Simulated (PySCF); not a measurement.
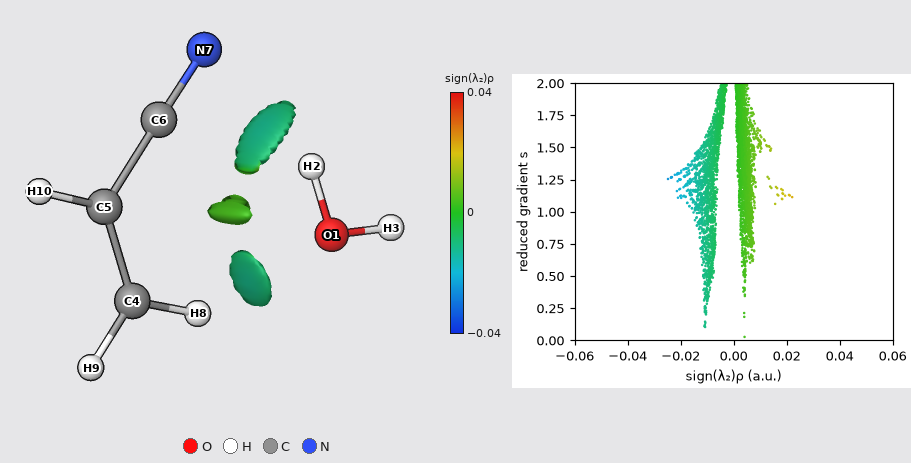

Figure. C$_{3}$H$_{5}$NO, SMILES `O.C=CC#N`. Non-covalent interaction surfaces between the fragments (reduced density gradient s = 0.6, coloured by sign(λ₂)ρ in a.u.; trimmed to the region between the fragments where ρ is under 0.06 a.u.). Fragment A: H2O (atoms 1–3); fragment B: H3C3N. The plot gives s against sign(λ₂)ρ for grid points between the fragments.

Method: PBE/aug-cc-pVDZ; geometry: GFN2-xTB; program: PySCF.

Geometry (Å), atoms numbered from 1:

```
O1       2.2131    0.5494    0.0000
H2       1.8377   -0.3370    0.0000
H3       3.1666    0.4462    0.0000
C4      -0.9696    1.4439    0.0000
C5      -1.4903    0.2210    0.0000
C6      -0.6686   -0.9228    0.0000
N7       0.0167   -1.8436    0.0000
H8       0.0977    1.5967    0.0000
H9      -1.5965    2.3196    0.0000
H10     -2.5563    0.0324    0.0000
```

Question: Interpret the surfaces between the fragments.

Answer: Bond critical points between the fragments: H2···N7, hydrogen bond, 2.36 Å, ρ = 0.011 a.u.; O1···H8, weak C–H hydrogen bond, 2.36 Å, ρ = 0.011 a.u. All are weak and appear green, as weak hydrogen bonds do. Several contacts close a ring, whose ring point adds a part with positive λ₂ between them. The pose is a local one from a semi-empirical search, not shown to be the most stable.

Question: How strongly are they bound?

Answer: The counterpoise-corrected interaction energy of the frozen fragments is −4.4 kcal/mol without dispersion correction and −5.4 kcal/mol with D3(BJ). The pair geometry is semi-empirical, not a minimum at this level.

Run time: 44 s on 1 thread of AMD EPYC 7R43 64-Core Processor (Zen 3), with other jobs on the host, peak memory 0.56 GiB.
